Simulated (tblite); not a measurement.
## Geometry relaxation of C₃H₅F₃O

The run: geometry relaxation of C₃H₅F₃O (CF3(CH2)2OH). Method and program: GFN2-xTB geometry optimisation, gas phase (tblite 0.8.0).

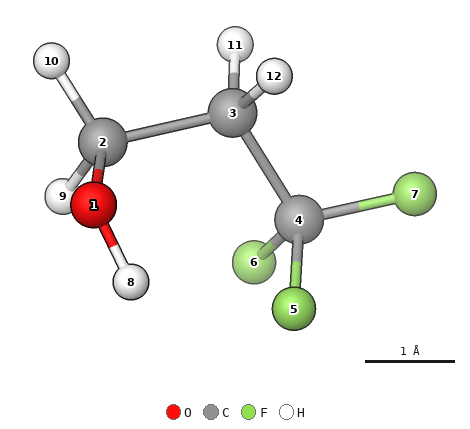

*The input geometry (ball-and-stick view, seen at a tilt; atoms are numbered from 1 in the order of the input).*

Bond lengths as drawn: C–C 1.50 to 1.53 Å, C–F 1.35 to 1.37 Å, C–H 1.09 to 1.10 Å, C–O 1.43 Å and H–O 0.97 Å.

Key numbers

```tsv
quantity	value
outcome	converged
total energy	−741.3272 eV
hardware	1 CPU thread, shared host
peak memory	0.18 GiB
```

Input file
```
{"job": {"xc": "GFN2-xTB", "basis": "xTB", "kind": "relax"}, "charge": 0, "multiplicity": 1}
O     -1.345500    -1.035400     0.931800
C     -1.204300    -0.094400    -0.137700
C      0.030100     0.773000     0.094100
C      1.288300     0.029000    -0.224100
F      1.384900    -1.103700     0.536900
F      1.331000    -0.343800    -1.517800
F      2.376500     0.784500     0.032800
H     -0.611500    -1.667000     0.901700
H     -1.156200    -0.643000    -1.077800
H     -2.103000     0.523800    -0.131500
H     -0.037600     1.652100    -0.564300
H      0.048500     1.124400     1.129800
```

The first line tells a small driver script what to run in tblite; the rest is the geometry in Å.

Run as:
```bash
OMP_NUM_THREADS=1 python <driver script> task.json out
```

Log
```
step      E/eV     max force
  0    -741.23808    1.330
  1    -741.28631    0.497
  2    -741.30239    0.329
  3    -741.31071    0.234
  4    -741.31398    0.153
  5    -741.31653    0.167
  6    -741.31954    0.169
  7    -741.32147    0.126
  8    -741.32244    0.076
  9    -741.32300    0.075
 10    -741.32357    0.095
 11    -741.32420    0.108
 12    -741.32478    0.074
 13    -741.32521    0.044
 14    -741.32551    0.045
 15    -741.32572    0.048
 16    -741.32591    0.042
 17    -741.32608    0.032
 18    -741.32608    0.032
 19    -741.32616    0.026
 20    -741.32627    0.019
 21    -741.32631    0.020
 22    -741.32642    0.024
 23    -741.32651    0.024
 24    -741.32658    0.021
 25    -741.32662    0.020
 26    -741.32668    0.022
 27    -741.32673    0.021
 28    -741.32677    0.018
 29    -741.32680    0.016
 30    -741.32683    0.019
 31    -741.32687    0.022
 32    -741.32691    0.023
 33    -741.32694    0.016
 34    -741.32697    0.015
 35    -741.32700    0.018
 36    -741.32704    0.019
 37    -741.32707    0.015
 38    -741.32708    0.011
 39    -741.32709    0.008
 40    -741.32710    0.007
 41    -741.32711    0.009
 42    -741.32712    0.009
 43    -741.32713    0.010
 44    -741.32714    0.010
 45    -741.32715    0.011
 46    -741.32717    0.011
 47    -741.32718    0.009
 48    -741.32719    0.008
 49    -741.32720    0.009
 50    -741.32721    0.008
 51    -741.32721    0.007
 52    -741.32722    0.008
 53    -741.32723    0.006
 54    -741.32723    0.006
 55    -741.32723    0.005
 56    -741.32724    0.005
 57    -741.32724    0.005
 58    -741.32724    0.004
```

Trajectory as extended XYZ (Å, eV, eV/Å), 12 frames, from step=0 to step=58
```
12
Properties=species:S:1:pos:R:3:forces:R:3 step=0 energy=-741.23808
O    -1.3455   -1.0354    0.9318   -0.1420   0.3400  -0.4890
C    -1.2043   -0.0944   -0.1377   -0.1420  -0.8950   0.9740
C     0.0301    0.7730    0.0941   -0.5770   0.8690  -0.3640
C     1.2883    0.0290   -0.2241    0.2260  -0.1540   0.3250
F     1.3849   -1.1037    0.5369    0.3720   0.5190  -0.6290
F     1.3310   -0.3438   -1.5178    0.2590  -0.0380   0.4610
F     2.3765    0.7845    0.0328   -0.1650  -0.5110  -0.2010
H    -0.6115   -1.6670    0.9017   -0.2270   0.1520   0.0320
H    -1.1562   -0.6430   -1.0778    0.1050   0.0980  -0.2820
H    -2.1030    0.5238   -0.1315    0.0130  -0.0650   0.1090
H    -0.0376    1.6521   -0.5643    0.2080  -0.1660   0.1230
H     0.0485    1.1244    1.1298    0.0700  -0.1490  -0.0590
12
Properties=species:S:1:pos:R:3:forces:R:3 step=5 energy=-741.31653
O    -1.3695   -1.0376    0.9276   -0.0370   0.0190  -0.1100
C    -1.2142   -0.1184   -0.1177   -0.0020   0.0070   0.0520
C     0.0094    0.7909    0.0871    0.0750   0.0110  -0.0110
C     1.2842    0.0394   -0.2165    0.1450  -0.0800  -0.0210
F     1.4154   -1.0876    0.5089    0.0140  -0.0040   0.0360
F     1.3517   -0.3495   -1.4984    0.0090   0.0230  -0.0890
F     2.3851    0.7624    0.0231    0.0180   0.0790  -0.0060
H    -0.6320   -1.6599    0.9100   -0.0870  -0.0340   0.0930
H    -1.1458   -0.6272   -1.0889    0.0180   0.0280  -0.0110
H    -2.1064    0.5069   -0.1160   -0.1140  -0.0250   0.0430
H    -0.0273    1.6601   -0.5723   -0.0200  -0.0530   0.0310
H     0.0506    1.1197    1.1271   -0.0190   0.0270  -0.0070
12
Properties=species:S:1:pos:R:3:forces:R:3 step=10 energy=-741.32357
O    -1.3896   -1.0413    0.9161   -0.0500  -0.0410   0.0690
C    -1.2163   -0.1163   -0.1159    0.0010   0.0040  -0.0390
C     0.0163    0.7862    0.0878   -0.0210  -0.0330   0.0180
C     1.2979    0.0375   -0.2204   -0.0360   0.0360  -0.0150
F     1.4315   -1.0858    0.5075    0.0310  -0.0170   0.0020
F     1.3632   -0.3454   -1.5061    0.0100   0.0100   0.0120
F     2.3926    0.7719    0.0169   -0.0050   0.0280  -0.0050
H    -0.6559   -1.6669    0.9324   -0.0110  -0.0150   0.0070
H    -1.1415   -0.6139   -1.0927   -0.0180   0.0000  -0.0200
H    -2.1211    0.4968   -0.1045    0.0620   0.0330  -0.0220
H    -0.0277    1.6523   -0.5715    0.0000   0.0010  -0.0270
H     0.0520    1.1242    1.1244    0.0370  -0.0050   0.0200
12
Properties=species:S:1:pos:R:3:forces:R:3 step=15 energy=-741.32572
O    -1.4066   -1.0469    0.9168    0.0050   0.0280  -0.0310
C    -1.2172   -0.1210   -0.1151    0.0040   0.0090   0.0140
C     0.0167    0.7788    0.0912    0.0100   0.0010  -0.0110
C     1.3010    0.0398   -0.2220    0.0140  -0.0030   0.0040
F     1.4464   -1.0839    0.5048    0.0200   0.0160  -0.0160
F     1.3692   -0.3394   -1.5079   -0.0050  -0.0060   0.0010
F     2.3890    0.7862    0.0128   -0.0050   0.0040   0.0090
H    -0.6736   -1.6739    0.9455   -0.0190   0.0090  -0.0130
H    -1.1462   -0.6114   -1.0970    0.0050  -0.0280   0.0390
H    -2.1110    0.5060   -0.1079   -0.0080   0.0100   0.0020
H    -0.0297    1.6423   -0.5738   -0.0090  -0.0100   0.0150
H     0.0631    1.1226    1.1266   -0.0110  -0.0280  -0.0140
12
Properties=species:S:1:pos:R:3:forces:R:3 step=21 energy=-741.32631
O    -1.4097   -1.0440    0.9168   -0.0030   0.0110   0.0150
C    -1.2174   -0.1199   -0.1150   -0.0090  -0.0130   0.0090
C     0.0174    0.7767    0.0908    0.0060   0.0060  -0.0020
C     1.3025    0.0405   -0.2228    0.0180  -0.0090  -0.0020
F     1.4526   -1.0825    0.5029    0.0060  -0.0040   0.0030
F     1.3705   -0.3389   -1.5084    0.0020  -0.0010  -0.0130
F     2.3883    0.7897    0.0128    0.0020   0.0130  -0.0010
H    -0.6793   -1.6737    0.9446   -0.0100   0.0020  -0.0080
H    -1.1463   -0.6159   -1.0930    0.0000  -0.0130  -0.0040
H    -2.1098    0.5093   -0.1088   -0.0060   0.0060  -0.0080
H    -0.0310    1.6406   -0.5722    0.0010   0.0140   0.0000
H     0.0632    1.1177    1.1263   -0.0060  -0.0110   0.0130
12
Properties=species:S:1:pos:R:3:forces:R:3 step=26 energy=-741.32668
O    -1.4106   -1.0371    0.9235    0.0030   0.0010  -0.0140
C    -1.2187   -0.1201   -0.1151    0.0080   0.0030  -0.0010
C     0.0181    0.7756    0.0903   -0.0020  -0.0030   0.0010
C     1.3052    0.0406   -0.2245   -0.0100   0.0090   0.0020
F     1.4576   -1.0821    0.5017    0.0020   0.0120  -0.0110
F     1.3738   -0.3385   -1.5107   -0.0030   0.0030   0.0080
F     2.3890    0.7933    0.0105   -0.0070  -0.0010  -0.0020
H    -0.6862   -1.6738    0.9412   -0.0120  -0.0090   0.0160
H    -1.1469   -0.6230   -1.0898   -0.0030  -0.0010   0.0080
H    -2.1109    0.5102   -0.1135    0.0110   0.0010  -0.0080
H    -0.0298    1.6437   -0.5681    0.0030  -0.0070   0.0080
H     0.0605    1.1104    1.1286    0.0100  -0.0060  -0.0080
12
Properties=species:S:1:pos:R:3:forces:R:3 step=31 energy=-741.32687
O    -1.4127   -1.0335    0.9254   -0.0180  -0.0060   0.0110
C    -1.2176   -0.1205   -0.1157   -0.0030  -0.0050  -0.0010
C     0.0186    0.7745    0.0903    0.0020   0.0000   0.0030
C     1.3055    0.0424   -0.2260    0.0080  -0.0040  -0.0060
F     1.4609   -1.0797    0.4993    0.0000  -0.0100   0.0060
F     1.3740   -0.3369   -1.5118   -0.0010   0.0040  -0.0100
F     2.3878    0.7971    0.0087    0.0060   0.0060  -0.0040
H    -0.6942   -1.6770    0.9450   -0.0030   0.0040   0.0030
H    -1.1470   -0.6282   -1.0874    0.0130   0.0020  -0.0110
H    -2.1082    0.5117   -0.1193   -0.0010  -0.0020   0.0020
H    -0.0285    1.6450   -0.5640   -0.0050   0.0060  -0.0040
H     0.0627    1.1045    1.1295    0.0010   0.0060   0.0100
12
Properties=species:S:1:pos:R:3:forces:R:3 step=36 energy=-741.32704
O    -1.4198   -1.0322    0.9272    0.0080   0.0050  -0.0160
C    -1.2169   -0.1224   -0.1158    0.0020   0.0070   0.0030
C     0.0195    0.7733    0.0919    0.0010   0.0000   0.0030
C     1.3071    0.0433   -0.2282   -0.0030   0.0030   0.0040
F     1.4642   -1.0792    0.4971    0.0050   0.0060  -0.0130
F     1.3740   -0.3339   -1.5148   -0.0010  -0.0020   0.0050
F     2.3883    0.8005    0.0051    0.0020  -0.0090  -0.0010
H    -0.7032   -1.6777    0.9510   -0.0010   0.0030   0.0060
H    -1.1415   -0.6312   -1.0873    0.0030   0.0010   0.0140
H    -2.1061    0.5116   -0.1236   -0.0070  -0.0020  -0.0070
H    -0.0297    1.6457   -0.5606   -0.0040  -0.0100   0.0060
H     0.0654    1.1016    1.1320   -0.0040  -0.0020  -0.0030
12
Properties=species:S:1:pos:R:3:forces:R:3 step=42 energy=-741.32712
O    -1.4229   -1.0307    0.9271   -0.0020   0.0010   0.0050
C    -1.2165   -0.1221   -0.1159    0.0020  -0.0060   0.0000
C     0.0200    0.7727    0.0937   -0.0030   0.0000   0.0000
C     1.3078    0.0438   -0.2291   -0.0040   0.0010   0.0020
F     1.4671   -1.0794    0.4940   -0.0030  -0.0020  -0.0020
F     1.3728   -0.3322   -1.5163   -0.0030   0.0030   0.0020
F     2.3893    0.8008    0.0031   -0.0020  -0.0030  -0.0010
H    -0.7071   -1.6769    0.9553    0.0030   0.0080  -0.0010
H    -1.1375   -0.6331   -1.0855    0.0010   0.0000  -0.0030
H    -2.1065    0.5112   -0.1287    0.0070  -0.0040  -0.0020
H    -0.0312    1.6453   -0.5578    0.0040   0.0030   0.0020
H     0.0658    1.0998    1.1341    0.0000  -0.0010  -0.0010
12
Properties=species:S:1:pos:R:3:forces:R:3 step=47 energy=-741.32718
O    -1.4246   -1.0289    0.9283    0.0000   0.0000  -0.0040
C    -1.2157   -0.1232   -0.1167    0.0010   0.0040  -0.0030
C     0.0197    0.7724    0.0955    0.0030   0.0020  -0.0010
C     1.3069    0.0439   -0.2294    0.0030   0.0000  -0.0050
F     1.4678   -1.0811    0.4906   -0.0090   0.0000   0.0000
F     1.3689   -0.3290   -1.5176    0.0020  -0.0030  -0.0050
F     2.3894    0.7995    0.0020    0.0010   0.0030   0.0030
H    -0.7070   -1.6727    0.9597    0.0020   0.0000   0.0050
H    -1.1334   -0.6359   -1.0852    0.0040  -0.0050   0.0020
H    -2.1054    0.5099   -0.1351   -0.0050   0.0000   0.0050
H    -0.0308    1.6463   -0.5543    0.0020   0.0030   0.0000
H     0.0654    1.0979    1.1363   -0.0030  -0.0040   0.0020
12
Properties=species:S:1:pos:R:3:forces:R:3 step=52 energy=-741.32722
O    -1.4257   -1.0277    0.9282    0.0020   0.0010   0.0010
C    -1.2149   -0.1233   -0.1178   -0.0010  -0.0020   0.0020
C     0.0199    0.7728    0.0962   -0.0030   0.0000  -0.0020
C     1.3064    0.0441   -0.2307   -0.0030   0.0010   0.0010
F     1.4653   -1.0823    0.4878    0.0010   0.0020  -0.0020
F     1.3672   -0.3272   -1.5195    0.0070   0.0020   0.0020
F     2.3894    0.7987    0.0018    0.0000  -0.0060   0.0000
H    -0.7061   -1.6691    0.9645    0.0000   0.0000   0.0030
H    -1.1294   -0.6389   -1.0845   -0.0020   0.0040  -0.0010
H    -2.1054    0.5086   -0.1384    0.0000  -0.0010  -0.0030
H    -0.0298    1.6483   -0.5516   -0.0030   0.0020   0.0020
H     0.0644    1.0953    1.1380    0.0030  -0.0020  -0.0030
12
Properties=species:S:1:pos:R:3:forces:R:3 step=58 energy=-741.32724
O    -1.4258   -1.0266    0.9289   -0.0020  -0.0010   0.0020
C    -1.2148   -0.1237   -0.1181   -0.0010   0.0000  -0.0010
C     0.0196    0.7728    0.0958    0.0000   0.0000   0.0010
C     1.3061    0.0442   -0.2317    0.0010   0.0000  -0.0010
F     1.4636   -1.0829    0.4860    0.0000  -0.0030  -0.0010
F     1.3683   -0.3257   -1.5206    0.0000   0.0010  -0.0010
F     2.3897    0.7973    0.0024    0.0010   0.0020   0.0030
H    -0.7055   -1.6671    0.9679    0.0010   0.0010   0.0000
H    -1.1284   -0.6397   -1.0845   -0.0010  -0.0030  -0.0010
H    -2.1057    0.5075   -0.1407    0.0000   0.0020   0.0010
H    -0.0307    1.6499   -0.5497   -0.0010   0.0000  -0.0030
H     0.0648    1.0933    1.1382    0.0010   0.0010   0.0030
```
